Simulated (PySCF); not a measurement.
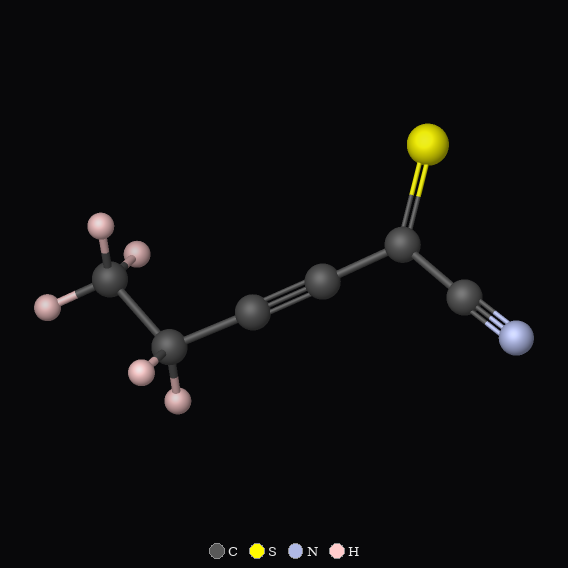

Ball-and-stick drawing of a structure. Multiple sticks mark multiple bonds (one Kekulé form).

The computed structure is the end point of a GFN2-xTB optimisation. No frequency run is at hand to confirm it as a minimum.

Description:

The molecule is C₆H₅NS. As SMILES it reads `CCC#CC(=S)C#N`. It has no ring. Among its groups: nitrile, alkyne. Coordination: 2 C tetrahedral; 3 C linear; 1 C trigonal planar.

More results for the same structure follow; atom numbers are the same in all pictures, views and colours differ.

Geometry

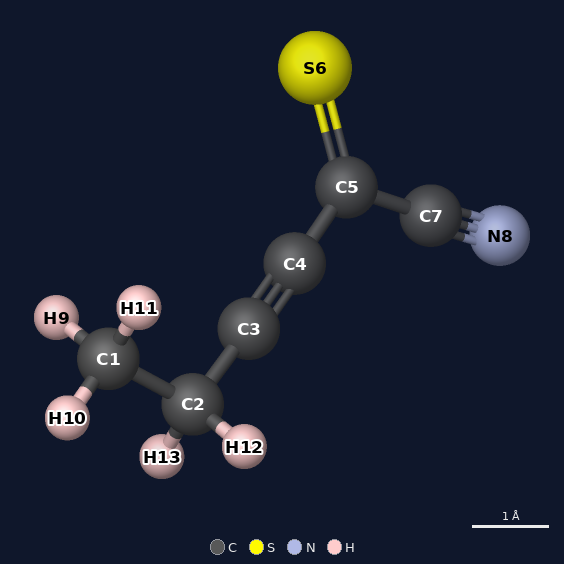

Numbered structure. No frequency run is at hand to confirm it as a minimum.

Give these bond angles: C2–C1–H9, C2–C1–H10, C2–C1–H11, C1–C2–C3, C1–C2–H12, C1–C2–H13, C3–C2–H12, C3–C2–H13, C2–C3–C4, C3–C4–C5, C4–C5–S6, C4–C5–C7, S6–C5–C7, C5–C7–N8.

```csv
angle,degrees
C2–C1–H9,110.5
C2–C1–H10,109.9
C2–C1–H11,110.5
C1–C2–C3,111.8
C1–C2–H12,110.2
C1–C2–H13,110.3
C3–C2–H12,108.5
C3–C2–H13,108.3
C2–C3–C4,178.7
C3–C4–C5,179.1
C4–C5–S6,123.7
C4–C5–C7,117.2
S6–C5–C7,119.1
C5–C7–N8,177.9
```

Electronic properties

No frequency run is at hand to confirm it as a minimum. Properties computed with PBE0/def2-SVPD, gas phase (PySCF 2.14.0). Excitations: vertical, linear response.

**Estimate the HOMO energy (Kohn–Sham orbital).**

−7.28 eV.

**Give the brightest of the 6 lowest singlets at this level.**

4.01 eV.

**What is the lowest vertical singlet excitation?**

1.78 eV.

**Give the dipole moment at this level.**

5.48 D.

NMR shielding

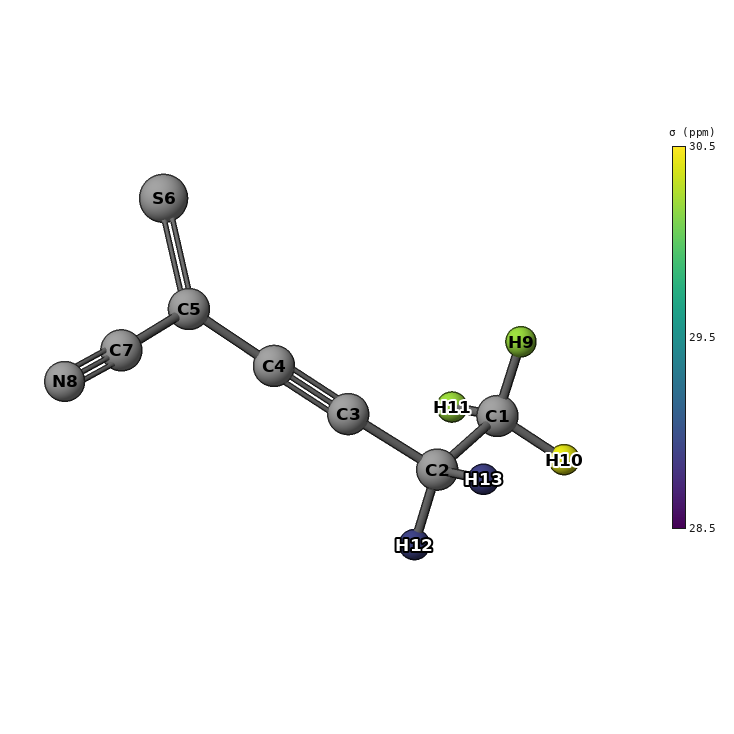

Atoms are coloured by their isotropic NMR shieldings (H only, the others grey). No frequency run is at hand to confirm it as a minimum. Properties computed with GIAO PBE0/pcSseg-1 NMR shielding, non-relativistic, gas phase (PySCF 2.14.0).

Give the isotropic NMR shieldings of the H atoms atom by atom.

```
atom  σ (ppm)
  H9    30.19
 H10    30.41
 H11    30.20
 H12    28.91
 H13    28.89
```

Polarisability

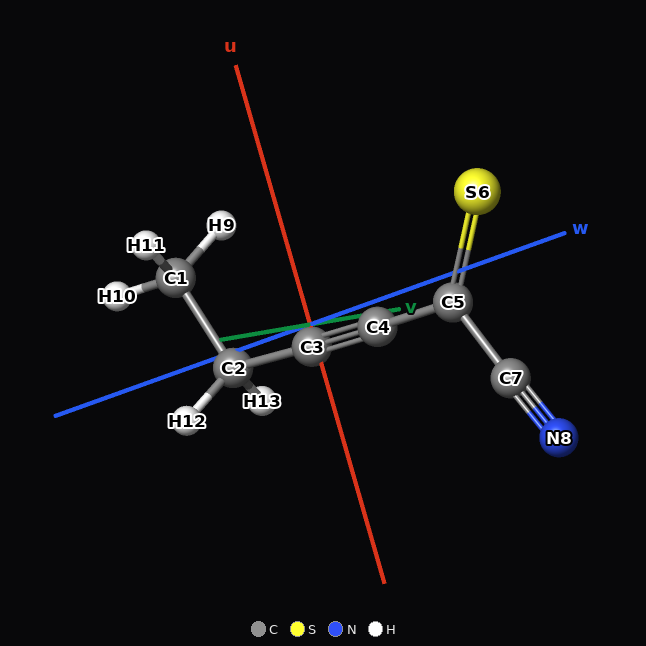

The lines u, v and w are the principal axes of the static dipole polarisability. No frequency run is at hand to confirm it as a minimum. Level of theory: PBE0/def2-SVPD (PySCF 2.14.0).

**Along which axis is the molecule most polarisable, and along which least?**

Most along w (nearly parallel to the C4–C5 bond), least along v.

**Give the three principal values.**

u 105.2, v 61.7, w 151.9 bohr³; mean 106.3, anisotropy 78.1 bohr³.

Charges

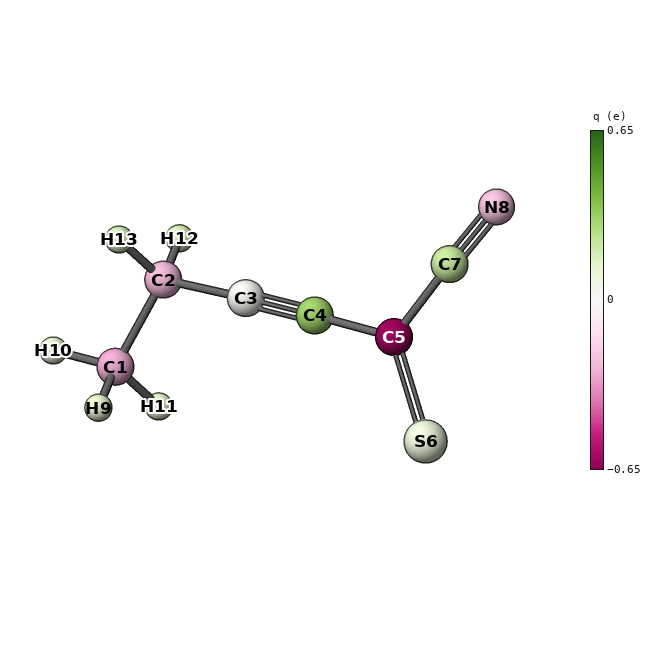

Atoms are coloured by their Mulliken charges. No frequency run is at hand to confirm it as a minimum. Properties computed with PBE0/pcSseg-1, gas phase (PySCF 2.14.0).

List the Mulliken charges.

```json
{"atom": "C1", "value (e)": "−0.27"}
{"atom": "C2", "value (e)": "−0.25"}
{"atom": "C3", "value (e)": "0.02"}
{"atom": "C4", "value (e)": "0.31"}
{"atom": "C5", "value (e)": "−0.61"}
{"atom": "S6", "value (e)": "0.09"}
{"atom": "C7", "value (e)": "0.22"}
{"atom": "N8", "value (e)": "−0.22"}
{"atom": "H9", "value (e)": "0.13"}
{"atom": "H10", "value (e)": "0.12"}
{"atom": "H11", "value (e)": "0.13"}
{"atom": "H12", "value (e)": "0.17"}
{"atom": "H13", "value (e)": "0.17"}
```

Mulliken values depend strongly on the basis set and can even reverse the polarity of a bond.
